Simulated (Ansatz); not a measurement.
Consider Cl$_{3}$F$_{2}$Ta···PH$_{3}$.

Input file:

```
crystal:
  periodic: [false, false, false]
  atoms:
    - { symbol: Ta, position_ang: [-0.069038, -0.166793, -0.059735] }
    - { symbol: Cl, position_ang: [2.281632, -0.690152, -0.396149] }
    - { symbol: F, position_ang: [0.493639, 0.520838, 1.611898] }
    - { symbol: Cl, position_ang: [-0.400054, -0.496827, -2.348882] }
    - { symbol: Cl, position_ang: [-1.724567, 1.462433, -0.045606] }
    - { symbol: F, position_ang: [-0.869979, -1.714818, 0.569242] }
    - { symbol: P, position_ang: [1.400433, 3.081913, -1.121562] }
    - { symbol: H, position_ang: [2.559784, 2.805465, -1.934369] }
    - { symbol: H, position_ang: [0.502461, 2.728891, -2.190125] }
    - { symbol: H, position_ang: [1.45129, 1.73875, -0.619713] }
basis:
  gaussian: { orbitals: def2-SVP }
hamiltonian:
  xc: pbe
relax:
  f_tol: 0.03
  max_steps: 50
output:
  orbitals: {}
```

Command:

```sh
ansatz run input.yaml --threads 4 --pin off --max-ram 5120MiB --backend cpu --events-out ev --progress --plain --runs-dir out
```

The fields are those of the relaxed geometry.

Core potentials replace the inner electrons of Ta.

Computed with RKS PBE/def2-SVP in Ansatz.

Question: What can the converged electron density and electron localisation function tell about the bonding?

Answer: Ta–F (1.87 Å): the density is about 1 e/Å³ at the midpoint; the ELF peaks at about 0.80 in the valence shell of F, 0.5 Å from its nucleus, and drops to about 0.25 between the two atoms.
Ta–Cl (2.30 Å): ρ at the midpoint is about 0.68 e/Å³; the ELF peaks at about 0.85 in the valence shell of Cl, 0.8 Å from its nucleus, and is about 0.40 at the midpoint.

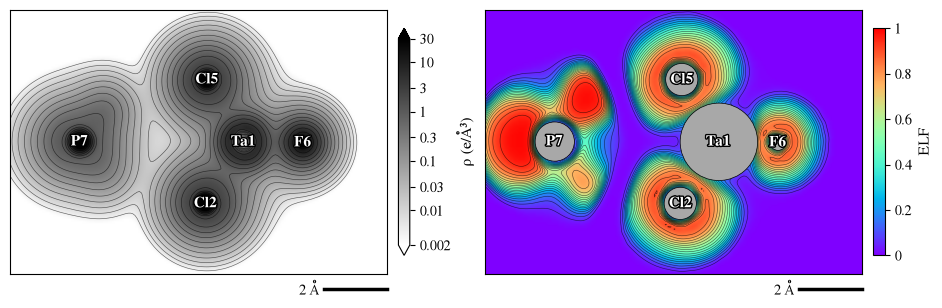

Computed electron density and electron localisation function on the plane of atoms Cl2, Ta1 and F6, in this order. Grey discs cover the atomic cores in the ELF map. 
